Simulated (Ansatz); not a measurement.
# CsSbSe3 (model cell, started as cubic perovskite with Sb in the octahedra): a soft mode frozen in, part 2 of 2

Aim: this structure of CsSbSe3 (model cell, started as cubic perovskite with Sb in the octahedra) is to be tested for unstable modes, and one is followed downhill.

Ansatz 0.2.0; DFT PBEsol, scalar-relativistic, plane waves, PAW; PAW set soft_1.

So far, highest frequency on the path or at a solved wavevector (cm⁻¹): step 2 (response at finite wavevector) 166. Also lowest frequency on the path (cm⁻¹): step 2 -67.9.

The structure was built from a prototype and need not be the compound's stable phase.

### 6. Relaxing from the distorted cell

Starting from the lowest point found, all atoms and the cell are let go, so that strain and other modes of the same symmetry can join in.

Contents of input.yaml:

```yaml
crystal:
  lattice:
    - [5.3818518704, 0.0, 0.0]
    - [0.0, 5.3818518704, 0.0]
    - [0.0, 0.0, 5.3818518704]
  atoms:
    - { symbol: Cs, position: [0.0, 0.0150066373, 0.0] }
    - { symbol: Sb, position: [0.5, 0.4405409127, 0.5] }
    - { symbol: Se, position: [0.5, 0.5464822115, 0.0] }
    - { symbol: Se, position: [0.5, -0.0265441604, 0.5] }
    - { symbol: Se, position: [0.0, 0.5464822115, 0.5] }
kpoints:
  mp_grid: { grid: [8, 8, 8] }
hamiltonian:
  xc: pbesol
  pseudopotentials: { kind: paw, azcp: { folder: soft_1 }, xc_functional: pbe }
scf:
  occupations: { method: methfessel_paxton, width: 0.2 }
output:
  forces: true
  stress: true
  eigenvalues: true
relax:
  adjacent_minimum: "off"
  f_tol: 0.002
  max_steps: 120
  cell: { stress_tol: 0.03 }
```

Run with:

```bash
$ ansatz run input.yaml --threads 8 --pin off --max-ram 16384MiB --backend cpu --events-out ev --progress --plain --runs-dir out
```

Numbers of over 12 decimals in the logs are rounded to 6 here.

Output:

```text
[...]
Crystal: 5 atoms, lattice volume = 155.882 Å³
Basis set: ecut = 420 eV, 2969 PW (Γ), exchange–correlation on 72×72×72 points (8 copies of the dense FFT grid, shifted against one another)
Bands: 44, of which v1, the nominal top of the filled ones, is band 36 counted from 1 (35 counted from 0)
Symmetry: 8 space group operations
[...]
k-points: 75 of 512 (time reversal used)
[...]
SCF iter   1: F=—  HF=-28270.052430 eV  |F-HF|=—  |Δ(HF+E_count)|=         —  Δρ=3.11e-2  dr2=3.73e0  ethr=3.10e-3  ⟨swp⟩=7.8  Hψ=13931  notcnv=0
[...]
SCF iter   8: F=-28268.419480 eV  HF=-28268.419480 eV  |F-HF|=8.01e-8  |Δ(HF+E_count)|=   2.15e-7  S|Δr|=    0.00e0  Δρ=5.69e-6  dr2=9.31e-8  ethr=1.39e-10  ⟨swp⟩=12.7  Hψ=18398  notcnv=0
SCF 1 converged in 8 iterations: F = -28268.419480 eV  dr2 = 9.31e-8
[...]
relax step   1: F+E_penalty+E_count = -28268.41947989 eV  Δ(F+E_penalty+E_count) = +0.000e0 eV  max|allowed force component| = 1.930e-1 eV/Å  Δτ_max = 0.0000 Å  P = -0.345 GPa  Ω = 155.882 Å³  (8 SCF iters, dr2 threshold 1.00e-7 eV, accepted)
Crystal: 5 atoms, lattice volume = 153.880 Å³
Basis set: ecut = 420 eV, 3011 PW (Γ), exchange–correlation on 72×72×72 points (8 copies of the dense FFT grid, shifted against one another)
[...]
SCF iter   7: F=-28268.571520 eV  HF=-28268.571520 eV  |F-HF|=9.45e-8  |Δ(HF+E_count)|=   1.82e-7  S|Δr|=    0.00e0  Δρ=1.01e-5  dr2=1.03e-7  ethr=6.94e-10  ⟨swp⟩=8.0  Hψ=17531  notcnv=0
SCF 2 converged in 7 iterations: F = -28268.571520 eV  dr2 = 1.03e-7
relax step   2: F+E_penalty+E_count = -28268.57151959 eV  Δ(F+E_penalty+E_count) = -1.520e-1 eV  max|allowed force component| = 5.528e-1 eV/Å  Δτ_max = 0.1145 Å  P = -0.516 GPa  Ω = 153.880 Å³  energy of the carried Pulay correction = +1.226e-4 eV  (7 SCF iters, dr2 threshold 5.00e-7 eV, accepted)
Crystal: 5 atoms, lattice volume = 149.473 Å³
Basis set: ecut = 420 eV, 2931 PW (Γ), exchange–correlation on 72×72×72 points (8 copies of the dense FFT grid, shifted against one another)
[...]
SCF iter   7: F=-28268.647304 eV  HF=-28268.647304 eV  |F-HF|=1.71e-8  |Δ(HF+E_count)|=   1.51e-6  S|Δr|=    0.00e0  Δρ=9.37e-6  dr2=9.65e-8  ethr=6.94e-10  ⟨swp⟩=6.8  Hψ=20715  notcnv=0
SCF 3 converged in 7 iterations: F = -28268.647304 eV  dr2 = 9.65e-8
relax step   3: F+E_penalty+E_count = -28268.64730432 eV  Δ(F+E_penalty+E_count) = -7.578e-2 eV  max|allowed force component| = 8.572e-1 eV/Å  Δτ_max = 0.1949 Å  P = +0.481 GPa  Ω = 149.473 Å³  energy of the carried Pulay correction = +3.981e-4 eV  (7 SCF iters, dr2 threshold 5.00e-7 eV, accepted)
[... from here on, the SCF cycles and remarks between the steps are left out ...]
relax step   4: F+E_penalty+E_count = -28268.70244799 eV  Δ(F+E_penalty+E_count) = -5.514e-2 eV  max|allowed force component| = 1.119e-1 eV/Å  Δτ_max = 0.0805 Å  P = +0.324 GPa  Ω = 152.240 Å³  energy of the carried Pulay correction = +2.242e-4 eV  (7 SCF iters, dr2 threshold 5.00e-7 eV, accepted)
relax step   5: F+E_penalty+E_count = -28268.72130549 eV  Δ(F+E_penalty+E_count) = -1.886e-2 eV  max|allowed force component| = 5.825e-2 eV/Å  Δτ_max = 0.0557 Å  P = +0.070 GPa  Ω = 154.950 Å³  energy of the carried Pulay correction = +5.684e-5 eV  (6 SCF iters, dr2 threshold 5.00e-7 eV, accepted)
relax step   6: F+E_penalty+E_count = -28268.72591630 eV  Δ(F+E_penalty+E_count) = -4.611e-3 eV  max|allowed force component| = 6.582e-2 eV/Å  Δτ_max = 0.0752 Å  P = +0.096 GPa  Ω = 155.630 Å³  energy of the carried Pulay correction = +1.530e-5 eV  (7 SCF iters, dr2 threshold 2.42e-7 eV, accepted)
relax step   7: F+E_penalty+E_count = -28268.72673131 eV  Δ(F+E_penalty+E_count) = -8.150e-4 eV  max|allowed force component| = 3.027e-2 eV/Å  Δτ_max = 0.0143 Å  P = +0.048 GPa  Ω = 156.549 Å³  energy of the carried Pulay correction = -4.051e-5 eV  (6 SCF iters, dr2 threshold 2.71e-7 eV, accepted)
relax step   8: F+E_penalty+E_count = -28268.72677108 eV  Δ(F+E_penalty+E_count) = -3.977e-5 eV  max|allowed force component| = 8.062e-3 eV/Å  Δτ_max = 0.0020 Å  P = -0.020 GPa  Ω = 156.704 Å³  energy of the carried Pulay correction = -4.988e-5 eV  (5 SCF iters, dr2 threshold 5.73e-8 eV, accepted)
relax step   9: F+E_penalty+E_count = -28268.72678249 eV  Δ(F+E_penalty+E_count) = -1.141e-5 eV  max|allowed force component| = 8.773e-4 eV/Å  Δτ_max = 0.0010 Å  P = -0.000 GPa  Ω = 156.674 Å³  energy of the carried Pulay correction = -4.807e-5 eV  (5 SCF iters, dr2 threshold 4.06e-9 eV, accepted)
relax step  10: F+E_penalty+E_count = -28268.72909325 eV  Δ(F+E_penalty+E_count) = -2.311e-3 eV  max|allowed force component| = 8.707e-4 eV/Å  Δτ_max = 0.0000 Å  P = +0.030 GPa  Ω = 156.674 Å³  stress off target by 8.59e-2 GPa  SCF on the basis re-selected at this cell (its energy is not comparable with the rows above)  (9 SCF iters)
relax step  11: F+E_penalty+E_count = -28268.72929152 eV  Δ(F+E_penalty+E_count) = -1.983e-4 eV  max|allowed force component| = 3.256e-3 eV/Å  Δτ_max = 0.0098 Å  P = +0.008 GPa  Ω = 157.172 Å³  energy of the carried Pulay correction = -2.958e-5 eV  (6 SCF iters, dr2 threshold 1.84e-8 eV, accepted)
relax step  12: F+E_penalty+E_count = -28268.72929793 eV  Δ(F+E_penalty+E_count) = -6.415e-6 eV  max|allowed force component| = 7.405e-4 eV/Å  Δτ_max = 0.0041 Å  P = +0.002 GPa  Ω = 157.344 Å³  energy of the carried Pulay correction = -3.997e-5 eV  (7 SCF iters, dr2 threshold 6.62e-10 eV, accepted)
[...]
SCF iter   7: F=-28268.729339 eV  HF=-28268.729339 eV  |F-HF|=1.09e-11  |Δ(HF+E_count)|=    0.00e0  S|Δr|=    0.00e0  Δρ=2.72e-8  dr2=1.94e-12  ethr=1.00e-12  ⟨swp⟩=7.0  Hψ=15547  notcnv=0
SCF 13 converged in 7 iterations: F = -28268.729339 eV  dr2 = 1.94e-12
relax step  13: F+E_penalty+E_count = -28268.72933911 eV  Δ(F+E_penalty+E_count) = -4.118e-5 eV  max|allowed force component| = 7.319e-4 eV/Å  Δτ_max = 0.0000 Å  P = +0.001 GPa  Ω = 157.344 Å³  stress off target by 2.30e-3 GPa  SCF on the basis re-selected at this cell (its energy is not comparable with the rows above)  (7 SCF iters)
[...]
SCF converged after 7 iterations
[...]
Free energy (F): -28268.729339 eV
[...]
Internal energy: -28268.713604 eV  (E = F + TS)
E sigma→0 (E₀):  -28268.725405 eV
Entropy (-TS):   -0.015735 eV (-3.147 meV/atom)
Fermi energy:    6.311114 eV
Step filling:    the computed levels leave a gap of 0.0032 eV = 0.0 smearing widths at the electron count; against every level under it full and every level over it empty, smearing changes F+E_penalty+E_count by -12.857 meV and its σ→0 estimate by -8.923 meV
[...]
--- Forces (eV/Å), atoms counted from 1 ---
  atom   1  Cs     0.00000000    -0.00016050     0.00000000
  atom   2  Sb    -0.00000000     0.00073207    -0.00000000
  atom   3  Se    -0.00000000     0.00001419    -0.00000000
  atom   4  Se     0.00000000    -0.00059907     0.00000000
  atom   5  Se     0.00000000     0.00001419     0.00000000
  max |Σ_I F_I| component: 8.81e-7 eV/Å
--- Stress (GPa, compression-positive) ---
        0.000657       0.000000      -0.000000
        0.000000       0.002299       0.000000
       -0.000000       0.000000       0.000657
  P = ⅓ Tr σ = 0.0012 GPa (0.012 kbar)
--- Band table (eV; the first three rows and the last of 75) ---
  k-point 0: bands = [... 32 lower, 5.5216, 5.6434, 5.6434, 6.1111, 6.1111, 9.1348, 9.1348, 9.7591, ... 4 higher]
  k-point 1: bands = [... 32 lower, 5.4625, 5.5315, 5.5444, 6.0013, 6.0735, 9.1842, 9.3543, 9.9687, ... 4 higher]
  k-point 2: bands = [... 32 lower, 5.2623, 5.3179, 5.4127, 5.7546, 6.2095, 9.3204, 9.7633, 10.4555, ... 4 higher]
  k-point 74: bands = [... 32 lower, 5.7022, 6.2724, 6.2724, 6.6820, 7.0924, 8.2950, 8.2950, 10.4397, ... 4 higher]
--- Relaxed structure (11 steps of the walk, 11 accepted, 2 SCFs on fresh bases) ---
  F+E_penalty+E_count = -28268.72933911 eV   max|allowed force component| = 7.319e-4 eV/Å   (the final SCF, on the basis selected at the relaxed cell)
  cell:  # Å, volume = 157.3440 Å³
    - [5.052934, 0, 0]
    - [0, 6.162582, 0.0]
    - [0, 0.0, 5.052934]
  atoms:
    - { symbol: Cs, position: [0, 0.019192, 0.0] }
    - { symbol: Sb, position: [0.5, 0.395627, 0.5] }
    - { symbol: Se, position: [0.5, 0.554580, 0] }
    - { symbol: Se, position: [0.5, -0.00201086, 0.5] }
    - { symbol: Se, position: [0, 0.554580, 0.5] }
```

Wall time 99 s (8 threads of Arm Neoverse V2, shared host); peak memory 0.87 GiB.

The steps of the relaxation:

```tsv
step	energy less that of the first step (eV)	largest force component (eV/Å)	pressure (GPa)	volume (Å³)
1	0.0000	0.1930	-0.34	155.88
2	-0.1520	0.5528	-0.52	153.88
3	-0.2278	0.8572	0.48	149.47
4	-0.2830	0.1119	0.32	152.24
5	-0.3018	0.0583	0.07	154.95
6	-0.3064	0.0658	0.10	155.63
7	-0.3073	0.0303	0.05	156.55
8	-0.3073	0.0081	-0.02	156.70
9	-0.3073	0.0009	0.00	156.67
10*	-0.3096	0.0009	0.03	156.67
11	-0.3098	0.0033	0.01	157.17
12	-0.3098	0.0007	0.00	157.34
13*	-0.3099	0.0007	0.00	157.34
```

Relaxation steps marked * repeat the geometry before them on a plane-wave basis chosen anew for their cell, so energy and pressure can jump there.

The run keeps the 8 symmetry operations that it works with, so distortions that break them were not tested.

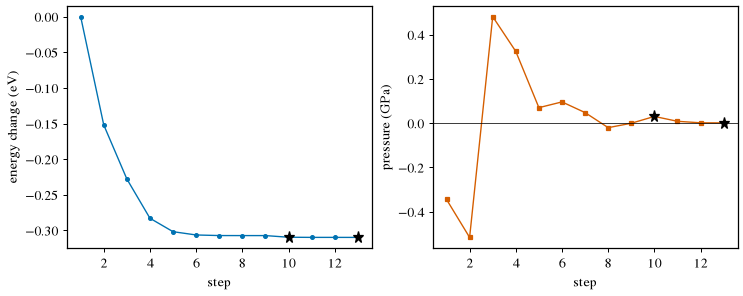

Energy and pressure along the relaxation. Stars mark steps on a basis chosen anew.

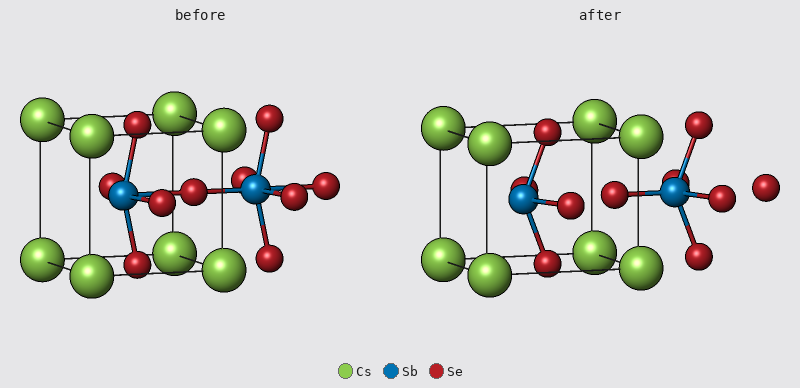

The structure before and after the relaxation, drawn at the same scale. Bonds to atoms that aren't drawn are left out.

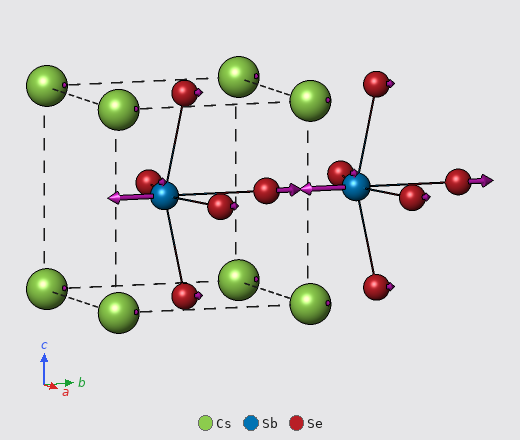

Displacements in the relaxation, exaggerated, measured against the changing cell; the longest in the cell stands for 0.28 Å. 1×2×1 cells are drawn. Some periodic images of atoms are drawn too.

```tsv
cell as run	before	after	change
a (Å)	5.382	5.053	-6.1 %
b (Å)	5.382	6.163	+14.5 %
c (Å)	5.382	5.053	-6.1 %
volume (Å³/atom)	31.18	31.47	+0.9 %
```

The atoms that moved most (Å, as changes of fractional coordinates times the final cell):

```tsv
atom	dx	dy	dz	length
Sb2	0.000	-0.277	0.000	0.277
Se4	0.000	0.151	0.000	0.151
Se3	0.000	0.050	0.000	0.050
Se5	0.000	0.050	0.000	0.050
Cs1	0.000	0.026	0.000	0.026
```

Final coordinates:

```cif
data_structure
_symmetry_space_group_name_H-M 'P 1'
_symmetry_Int_Tables_number 1
_cell_length_a 5.0529
_cell_length_b 6.1626
_cell_length_c 5.0529
_cell_angle_alpha 90.000
_cell_angle_beta 90.000
_cell_angle_gamma 90.000
_cell_volume 157.34
loop_
_atom_site_label
_atom_site_type_symbol
_atom_site_fract_x
_atom_site_fract_y
_atom_site_fract_z
_atom_site_occupancy
Cs1 Cs 0.00000 0.01919 0.00000 1
Sb2 Sb 0.50000 0.39563 0.50000 1
Se3 Se 0.50000 0.55458 0.00000 1
Se4 Se 0.50000 0.99799 0.50000 1
Se5 Se 0.00000 0.55458 0.50000 1
```

This step gave:

```yaml
pressure: 0.001204 GPa
volume_per_atom: 31.47 Å³
```

The distorted start has space group P4mm; the relaxation ends in P4mm.

### 7. The new phase in its own primitive cell

The relaxed structure is symmetrised, reduced to its primitive cell and relaxed tightly, as its phonons need.

input.yaml, the sections that differ from step 6:

```yaml
crystal:
  lattice:
    - [5.0529343919, 0.0, 0.0]
    - [0.0, 5.0529343919, 0.0]
    - [0.0, 0.0, 6.1625824257]
  atoms:
    - { symbol: Cs, position: [0.0, 0.0, 0.980808413] }
    - { symbol: Sb, position: [0.5, 0.5, 0.6043729386] }
    - { symbol: Se, position: [0.5, 0.0, 0.4454199884] }
    - { symbol: Se, position: [0.5, 0.5, 0.0020108589] }
    - { symbol: Se, position: [0.0, 0.5, 0.4454199884] }
kpoints:
  mp_grid: { grid: [8, 8, 6] }
relax:
  adjacent_minimum: "off"
  f_tol: 0.001
  max_steps: 60
  cell: { stress_tol: 0.01 }
# hamiltonian, scf, output: as in step 6
```

Output:

```text
[...]
Crystal: 5 atoms, lattice volume = 157.344 Å³
Basis set: ecut = 420 eV, 3089 PW (Γ), exchange–correlation on 72×72×90 points (8 copies of the dense FFT grid, shifted against one another)
Bands: 44, of which v1, the nominal top of the filled ones, is band 36 counted from 1 (35 counted from 0)
Symmetry: 8 space group operations
[...]
k-points: 60 of 384 (time reversal used)
[...]
cell:  # Å, volume = 157.3346 Å³
    - [5.053726, 0, -2.9973953313168304e-19]
    - [0, 5.053726, 0]
    - [-3.6556373700911274e-19, 0, 6.160287]
  atoms:
    - { symbol: Cs, position: [0, 0, 0.980809] }
    - { symbol: Sb, position: [0.5, 0.5, 0.604244] }
    - { symbol: Se, position: [0.5, 0, 0.445436] }
    - { symbol: Se, position: [0.5, 0.5, 0.00210665] }
    - { symbol: Se, position: [0, 0.5, 0.445436] }
[key lines of the parts left out:]
SCF converged after 6 iterations
Free energy (F): -28268.729630 eV
Fermi energy:    6.311391 eV
P = ⅓ Tr σ = -0.0016 GPa (-0.016 kbar)
```

Run time: 24 s. Hardware: 8 threads; peak memory 0.81 GiB.

Little changed from the start: no atom moved by 0.005 Å and no cell edge by 0.1 %.

Numbers from this step:

| Quantity | Value |
| --- | --- |
| pressure | -0.001578 GPa |

The largest force component left is 0.86 meV/Å and the pressure is -0.002 GPa, within the tolerances set. The cell now holds 31.47 Å³/atom.

### 8. Modes of the new phase, k-mesh 8×8×6

A relaxed structure may still be a saddle point, so its zone-centre modes are computed. No field response is asked, since the mesh shows no gap.

input.yaml, the sections that differ from step 7:

```yaml
crystal:
  lattice:
    - [5.05372599, 0.0, 0.0]
    - [0.0, 5.05372599, 0.0]
    - [0.0, 0.0, 6.1602871211]
  atoms:
    - { symbol: Cs, position: [0.0, 0.0, 0.9808092559] }
    - { symbol: Sb, position: [0.5, 0.5, 0.6042443134] }
    - { symbol: Se, position: [0.5, 0.0, 0.4454359861] }
    - { symbol: Se, position: [0.5, 0.5, 0.0021066458] }
    - { symbol: Se, position: [0.0, 0.5, 0.4454359861] }
output:
  eigenvalues: true
phonons:
  method: dfpt
# kpoints, hamiltonian, scf: as in step 7
# relax: removed
```

Output:

```text
zone centre: on kpoints.mp_grid the ground state, and the responses unless they are solved on pairs of k-points, stand on 100 of the mesh's 384 k-points, reduced under 4 symmetry operations, with k and −k counted as one. Each operation leaves every solved displacement unchanged or reverses it
[...]
Crystal: 5 atoms, lattice volume = 157.335 Å³
Basis set: ecut = 420 eV, 3089 PW (Γ), exchange–correlation on 72×72×90 points (8 copies of the dense FFT grid, shifted against one another)
Bands: 44, of which v1, the nominal top of the filled ones, is band 36 counted from 1 (35 counted from 0)
Symmetry: 8 space group operations
k-points: 100 of 384 (irreducible under 4 space group operations, time reversal used)
[...]
SCF iter   1: F=—  HF=-28270.603397 eV  |F-HF|=—  |Δ(HF+E_count)|=         —  Δρ=3.27e-2  dr2=4.42e0  ethr=3.10e-3  ⟨swp⟩=7.6  Hψ=18499  notcnv=0
[...]
SCF iter  13: F=-28268.729630 eV  HF=-28268.729630 eV  |F-HF|=0.00e0  |Δ(HF+E_count)|=  1.09e-11  S|Δr|=    0.00e0  Δρ=1.93e-8  dr2=4.65e-13  ethr=1.00e-12  ⟨swp⟩=14.7  Hψ=26374  notcnv=0
SCF 1 converged in 13 iterations: F = -28268.729630 eV  dr2 = 4.65e-13
[...]
DFPT response loops at Γ: preconditioner auto → Kerker (q_TF=auto, 2.395 Å⁻¹) (partly filled bands, converged f_vac=0.037); β = 1.00, the filter's whole step (`scf.mixing.beta` (0.50) is not read by the response loops under this deck's `scf.mixing.preconditioner`; to damp them name `kerker` or `kerker_dos`, under which they read `scf.mixing.beta`, and type it under 1.00, their step now; both keys bind the ground state too); Broyden in place of MSR1
SCF converged after 13 iterations
[...]
Free energy (F): -28268.729630 eV
[...]
Internal energy: -28268.713750 eV  (E = F + TS)
E sigma→0 (E₀):  -28268.725660 eV
Entropy (-TS):   -0.015880 eV (-3.176 meV/atom)
Fermi energy:    6.311391 eV
[...]
--- Band table (eV; the first three rows and the last of 100) ---
  k-point 0: bands = [... 32 lower, 5.5242, 5.6434, 5.6434, 6.1109, 6.1109, 9.1375, 9.1375, 9.7617, ... 4 higher]
  k-point 1: bands = [... 32 lower, 5.3308, 5.5684, 5.5684, 6.0540, 6.0540, 9.4485, 9.4485, 10.0458, ... 4 higher]
  k-point 2: bands = [... 32 lower, 5.2362, 5.4287, 5.4287, 5.9610, 5.9610, 9.8674, 10.1561, 10.1561, ... 4 higher]
  k-point 99: bands = [... 32 lower, 5.7015, 6.2729, 6.2729, 6.6837, 7.0921, 8.2943, 8.2943, 10.4347, ... 4 higher]
--- Phonons (Γ-DFPT): 9 representative perturbations + reference, on 100 of 384 k-points (Σ response iterations 28) ---
  k mesh reduced under 4 symmetry operations, with k and −k counted as one. Each operation leaves every solved displacement unchanged or reverses it
  ASR residual: 6.421e-5 → 0.000e0 eV/Å²; symmetrization residual: 2.649e-5 eV/Å²
  ASR residual per site (eV/Å²): 2.27e-5 6.42e-5 5.69e-5 3.94e-5 5.69e-5
[...]
non-analytic LO–TO correction: not included (Born effective charges unavailable; polar crystals: no LO–TO splitting at Γ)
```

The job ended after 1.7 min (8 threads; peak memory 2.5 GiB).

This step gave:

```yaml
sum_rule_residual_before_enforcement: 6.42e-5 eV/Å²
point_group: 4mm
highest_optical_mode_at_the_zone_centre_no_lo_to_term: 246 cm⁻¹
lowest_optical_zone_centre_mode: -43.42 cm⁻¹
```

Patterns of degenerate modes are one choice out of their space. The modes at Γ (shares of kinetic energy by element, %) (negative means imaginary):

```tsv
mode	frequency (cm⁻¹)	symmetry	Cs %	Sb %	Se %
1	-43.4	E	0	14	86
2	-43.4	E	0	14	86
3	0.0	acoustic	27	25	48
4	0.0	acoustic	27	25	48
5	0.0	acoustic	27	25	48
6	44.4	E	37	13	51
7	44.4	E	37	13	51
8	45.3	A1	73	10	17
9	95.1	E	36	1	63
10	95.1	E	36	1	63
11	96.4	B1	0	0	100
12	128.8	E	0	47	53
13	128.8	E	0	47	53
14	129.9	A1	0	17	83
15	246.0	A1	0	49	51
```

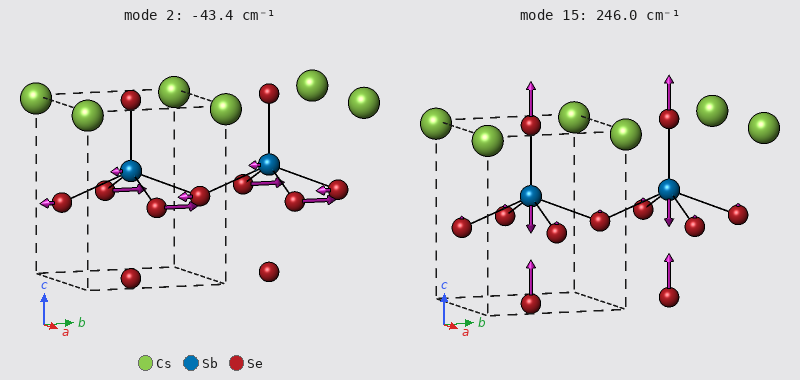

Displacement patterns of modes 2 and 15 at Γ; arrows are exaggerated. Bonds to atoms that aren't drawn are left out. 1×2×1 cells are drawn. Some periodic images of atoms are drawn too.

Before it was imposed, the acoustic sum rule was missed by 6.4e-5 eV/Å². Small misses are needed for a sound result but don't prove that mesh and cutoff are converged. The lowest optical mode is imaginary, 43.4i cm⁻¹, so the energy falls along it.

### 9. Results

| Property | Result |
| --- | --- |
| unstable mode of the parent | q = (0, 0, 0), 66i cm⁻¹ |
| depth at the lowest point sampled | 26.4 meV/atom |
| largest atomic shift at that point | 0.32 Å |
| space group reached (within 0.01 Å) | P4mm |
| energy gained over the parent (first relaxation, on the mesh of the frozen mode) | 87.6 meV/atom |
| volume per atom, phase reached | 31.5 Å³ |
| lowest optical zone-centre mode, phase reached | -43.4 cm⁻¹ |
| highest optical mode at the zone centre (no LO-TO term), phase reached | 246 cm⁻¹ |

What this shows: Along this mode the structure falls into P4mm, 87.6 meV/atom below the parent. At the parent's cell the well is 26.43 meV/atom deep on the steps tried, with its lowest point at a shift of 0.32 Å. Relaxing atoms and cell changes the gain by +61.16 meV/atom against the lowest step (energies at zero smearing). Most of the total comes from this relaxation. The new phase still has an imaginary mode at the zone centre of its cell, so it is a saddle point on the way to a lower structure. Of the 4 patterns followed to their end from this parent, this one ends 40.4 meV/atom above the lowest, Amm2. Each path keeps the symmetry of its pattern, so a lower phase may lie along a pattern not tried. With no gap, or one that is small against the smearing, the frequencies hang on the k mesh and the smearing, most of all near Kohn anomalies. Spin-orbit coupling is left out, which can matter for the heavy elements here. The PAW files were made for PBE and serve the other functionals too. The starting cell was built on a prototype and not taken from a measurement, so the phase need not exist.

[Logs are printed without paths, hosts, clocks, repeated set-up lines and the standing remarks that a program may print on its own settings, such as how far it seeks lower states.]

[Hosts, paths, dates, database ids (printed as entryN), source tags and the programs' standing remarks are cut or masked in the printed files.]
